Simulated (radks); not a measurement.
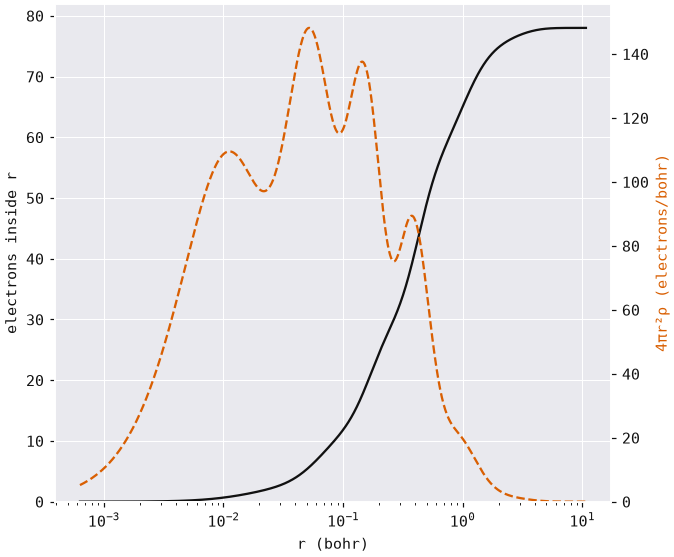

Au⁺ (Z = 79, 78 electrons); electrons: [Xe] 4f14 5d8 6p2 (high spin). Level of theory: scalar-relativistic Kohn-Sham, LDA (Slater exchange, Perdew-Wang correlation), spin-polarised, spherical densities, finite nucleus. Computed with the in-house radial solver radks.

```
Z 79
configuration [Xe] 4f14 5d8 6p2
relativity scalar-relativistic
functional lda,pw
spin polarised
nucleus finite rms 5.4371 fm
c 137.035999084
```

The run was one of a batch (task.json lists them), launched with:
```bash
python run_ks.py task.json out
```

The plot shows the number of electrons inside radius r (solid) and the radial density 4πr²ρ (dashed).

> What does the plot show?

The count levels off at 78 electrons. Half of them lie within 0.375 bohr, 90 % within 1.33 bohr and 99 % within 3.41 bohr. The radial density has minima at 0.0217, 0.0932 and 0.266 bohr, where the count stands at 1.9, 11.0 and 30.0; these part the shells that the density resolves.
